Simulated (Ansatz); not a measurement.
# PBE/cc-pVDZ run of AlCNClOF (SMILES O=C=[N][Al]([F])[Cl])

What is the vertical ionisation energy of AlCNClOF at PBE/cc-pVDZ? 

The calculation is run with Ansatz 0.2.0.

140 further runs of the same task are left out: 2 that didn't finish, 138 set aside as unsound or not needed. Runs told in other sessions of the task aren't counted.

**1. The system as given**

AlCNClOF has 6 atoms, charge 0, and is taken as a singlet. SMILES: `O=C=[N][Al]([F])[Cl]`. The coordinates come from a PBE0-D4/def2-TZVP relaxation. This is one conformer, not always the lowest.

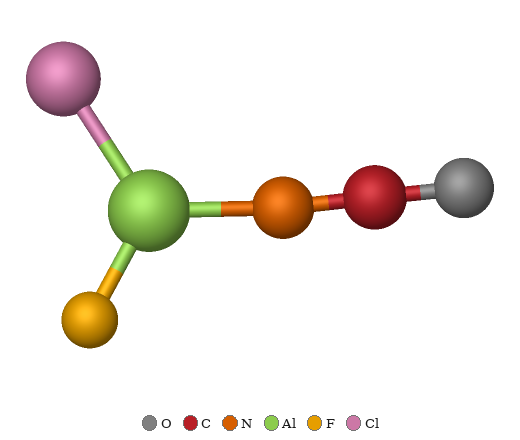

The structure, seen from a chosen angle (oxygen grey, carbon red, nitrogen orange, aluminium green, fluorine amber, chlorine pink).

**2. The energy at PBE/cc-pVDZ**

Input file input.yaml:

```yaml
crystal:
  periodic: [false, false, false]
  atoms:
    - {symbol: O, position_ang: [-1.726000, -0.301300, 2.353900]}
    - {symbol: C, position_ang: [-1.034500, -0.244700, 1.421600]}
    - {symbol: N, position_ang: [-0.321400, -0.196300, 0.461800]}
    - {symbol: Al, position_ang: [0.694800, 0.033100, -0.933400]}
    - {symbol: F, position_ang: [1.379200, -1.268200, -1.642400]}
    - {symbol: Cl, position_ang: [1.050000, 1.913400, -1.707800]}
basis:
  gaussian: {orbitals: cc-pVDZ}
hamiltonian: {xc: pbe}
accuracy: high
output: {orbitals: {seedname: orbitals}}
```

Launch:

```sh
$ ansatz run input.yaml --threads 1 --pin off --max-ram 3480MiB --events-out events.jsonl --progress --plain --runs-dir runs
```

Output:

```text
Warning: RAYON_NUM_THREADS=1 ignored (pool sized by the plan → 1); use --threads N
Functional definition: PBE
  name "PBE"
  parameter kappa = 0.804
  parameter beta = 0.06672455060314922
  exchange = pbe_x(kappa = kappa, mu = beta*pi^2/3)
  correlation = pbe_c(beta = beta)
1929 factors; integrals over basis functions are off by at most 3.1e-9 eV
mean field evaluation 1: about -26390.4679 eV, gradient 7.0e1 eV
mean field evaluation 2: about -26366.8852 eV, gradient 1.3e2 eV
mean field evaluation 4: about -26399.2372 eV, gradient 1.1e1 eV
mean field evaluation 8: about -26399.4870 eV, gradient 4.3e-1 eV
mean field evaluation 16: about -26399.4874 eV, gradient 4.1e-5 eV
mean field -26399.48744506 eV, -970.1632693905 hartree, gradient 7.3e-8 eV, S^2 0.000000; 0 other end points of the search recorded, 0 dependent functions left out
reference -26399.48744869 eV, -970.1632695240 hartree; 30, 30 occupied and 62, 62 virtual orbitals, 1929 factors
Total energy: -26399.48744869 eV, -970.1632695240 hartree
```

It took 6.9 s on 1 thread of Arm Neoverse V2, shared host; peak memory 0.23 GiB.

**3. The doublet cation at the same level**

Input file in.yaml:

```yaml
crystal:
  periodic: [false, false, false]
  atoms:
    - symbol: O
      position_ang: [-1.726000, -0.301300, 2.353900]
    - symbol: C
      position_ang: [-1.034500, -0.244700, 1.421600]
    - symbol: "N"
      position_ang: [-0.321400, -0.196300, 0.461800]
    - symbol: Al
      position_ang: [0.694800, 0.033100, -0.933400]
    - symbol: F
      position_ang: [1.379200, -1.268200, -1.642400]
    - symbol: Cl
      position_ang: [1.050000, 1.913400, -1.707800]
basis:
  gaussian:
    orbitals: cc-pVDZ
total_charge: 1
magnetization:
  spin_polarized: true
  initial_magnetization: 1
hamiltonian:
  xc: pbe
accuracy: high
output: {orbitals: {seedname: orbitals}}
```

Launch:

```sh
$ ansatz run in.yaml --threads 1 --pin off --max-ram 3480MiB --events-out events.jsonl --progress --plain --runs-dir runs
```

Output (excerpt; [...] marks lines left out):

```text
Warning: RAYON_NUM_THREADS=1 ignored (pool sized by the plan → 1); use --threads N
[... 6 set-up lines as earlier in the session ...]
1929 factors; integrals over basis functions are off by at most 3.1e-9 eV
mean field evaluation 1: about -26368.8682 eV, gradient 6.9e1 eV
mean field evaluation 2: about -26216.0637 eV, gradient 1.8e2 eV
mean field evaluation 4: about -26376.0597 eV, gradient 5.1e1 eV
mean field evaluation 8: about -26388.4459 eV, gradient 6.3e0 eV
mean field evaluation 16: about -26388.7612 eV, gradient 8.5e-3 eV
mean field evaluation 32: about -26388.7612 eV, gradient 1.5e-7 eV
mean field evaluation 64: about -26388.2211 eV, gradient 3.0e0 eV
mean field -26388.76122511 eV, -969.7690880779 hartree, gradient 1.2e-8 eV, S^2 0.753815; 8 other end points of the search recorded, 0 dependent functions left out
reference -26388.76122882 eV, -969.7690882142 hartree; 30, 29 occupied and 62, 63 virtual orbitals, 1929 factors
Total energy: -26388.76122882 eV, -969.7690882142 hartree
```

Run time: 25 s. Hardware: 1 thread of Arm Neoverse V2, shared host; peak memory 0.31 GiB.

**4. Results**

At PBE/cc-pVDZ:

| quantity | value |
| --- | --- |
| singlet AlCNClOF: total energy | -970.16327 Eh |
| singlet AlCNClOF: HOMO energy | -7.50 eV |
| singlet AlCNClOF: LUMO energy | -1.83 eV |
| singlet AlCNClOF: HOMO–LUMO gap | 5.67 eV |
| doublet cation: total energy | -969.76909 Eh |
| doublet cation: HOMO energy (highest over α and β) | -14.15 eV |
| doublet cation: LUMO energy (lowest over α and β) | -13.81 eV |
| doublet cation: ⟨S²⟩ | 0.754 |
| vertical ionisation energy (to the doublet cation) | 10.726 eV |

What this shows: The vertical ionisation energy comes to 10.73 eV (1035 kJ/mol). The negative HOMO energy of the first species, 7.50 eV, lies 3.22 eV below that difference.
